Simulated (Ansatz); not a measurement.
# CH6SSi: taking an electron away

Aim: the vertical ionisation energy of CH6SSi, as cation minus neutral at the neutral's geometry, on several levels, and how well −ε(HOMO) stands in for it.

The runs use Ansatz 0.2.0, Gaussian basis; unrestricted cation, the program's frozen cores in correlated methods.

Levels to be run: UKS PBE-D4/def2-TZVPP; UKS r2SCAN-D4/def2-TZVPP; UKS PBE0-D4/def2-TZVPP; UKS B3LYP-D4/def2-TZVPP; UKS wB97X-V/def2-TZVPP; UKS wB97M-V/def2-TZVPP; UKS B2PLYP/def2-TZVPP; UHF-CCSD(T)/def2-TZVPP; UHF-MP2/def2-QZVPP; extrapolation to the limit; then −ε(HOMO) from the neutral's earlier runs with LDA (SPW92), PBE-D4, revPBE-D4, BLYP-D4, r2SCAN-D4, B97M-V, PBE0-D4, B3LYP-D4, r2SCANh-D4, r2SCAN0-D4, HSE06-D4, BHLYP-D4, CAM-B3LYP-D4, LC-ωPBE, ωB97X-V, ωB97M-V.

## (1) The relaxed structure

The geometry comes from an earlier relaxation with PBE0-D4 in a triple-zeta def2 set; it is a stationary point, not always the lowest conformer.

SMILES `CS[SiH3]`, 9 atoms, charge 0, spin multiplicity 1.

Atoms are counted from 1 here; the program's logs count them from 0.

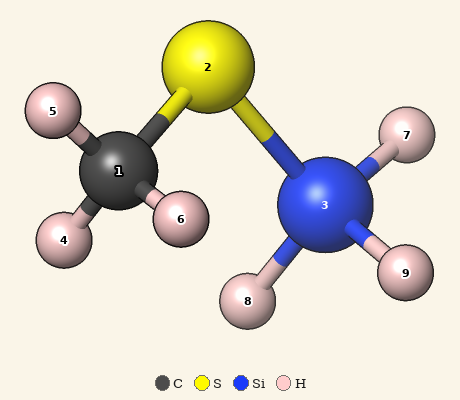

The geometry (carbon dark grey, sulfur yellow, silicon blue, hydrogen pink); atoms are numbered from 1 in the order of the file.

Coordinates:

```mol
CH6SSi
  3D, bonds by distance, orders not assigned

  9  8  0  0  0  0  0  0  0  0999 V2000
   -0.6893    1.0183   -0.8881 C   0  0
    1.0215    0.4291   -0.7303 S   0  0
    0.7486   -0.9866    0.8297 Si  0  0
   -1.3593    0.2069   -1.1723 H   0  0
   -0.6917    1.7699   -1.6769 H   0  0
   -1.0332    1.4783    0.0383 H   0  0
    2.0813   -1.5818    1.0927 H   0  0
   -0.2160   -2.0464    0.4288 H   0  0
    0.2269   -0.3339    2.0610 H   0  0
  1  2  8  0
  2  3  8  0
  1  4  8  0
  1  5  8  0
  1  6  8  0
  3  7  8  0
  3  8  8  0
  3  9  8  0
M  END
```

## (2) Cation, UKS PBE-D4/def2-TZVPP

Contents of in.yaml:

```yaml
crystal:
  periodic: [false, false, false]
  atoms:
    - {symbol: C, position_ang: [-0.689302, 1.018261, -0.888089]}
    - {symbol: S, position_ang: [1.021467, 0.429146, -0.730313]}
    - {symbol: Si, position_ang: [0.748583, -0.986597, 0.829700]}
    - {symbol: H, position_ang: [-1.359333, 0.206856, -1.172293]}
    - {symbol: H, position_ang: [-0.691676, 1.769919, -1.676857]}
    - {symbol: H, position_ang: [-1.033246, 1.478296, 0.038273]}
    - {symbol: H, position_ang: [2.081281, -1.581821, 1.092742]}
    - {symbol: H, position_ang: [-0.216046, -2.046390, 0.428823]}
    - {symbol: H, position_ang: [0.226870, -0.333868, 2.061015]}
basis:
  gaussian: {orbitals: def2-TZVPP}
total_charge: 1
magnetization: {spin_polarized: true, initial_magnetization: 1}
hamiltonian: {xc: pbe, dispersion: d4}
```

Started as:

```sh
$ ansatz run in.yaml --threads 4 --pin off --events-out ev --progress --plain --max-ram 10444MiB
```

After this run come: Cation, UKS r2SCAN-D4/def2-TZVPP; Cation, UKS PBE0-D4/def2-TZVPP; Cation, UKS B3LYP-D4/def2-TZVPP; Cation, UKS wB97X-V/def2-TZVPP; Cation, UKS wB97M-V/def2-TZVPP; Cation, UKS B2PLYP (frozen core)/def2-TZVPP; Cation, UHF-CCSD(T)/def2-TZVPP; Cation, UHF-MP2/def2-QZVPP.

Q: Predict the results of all the runs planned. Wanted: ionisation energy, CCSD(T)/CBS; nearest functional by difference; nearest −ε(HOMO); −ε(HOMO) of PBE; T1 of the cation.

**Answer**, as computed:

| quantity | value |
| --- | --- |
| ionisation energy, CCSD(T)/CBS | 9.36 eV |
| nearest functional by difference | ωB97X-V (-0.14 eV) |
| nearest −ε(HOMO) | ωB97X-V (-0.07 eV) |
| −ε(HOMO) of PBE | 5.75 eV |
| T1 of the cation | 0.017 |

Energy differences with functionals land within 0.36 eV of the reference. −ε(HOMO) of PBE misses by 3.6 eV, since self-interaction lifts the level. Among orbital estimates ωB97X-V comes nearest. Hartree-Fock falls 1.20 eV short, as the neutral has more correlation energy than the cation.
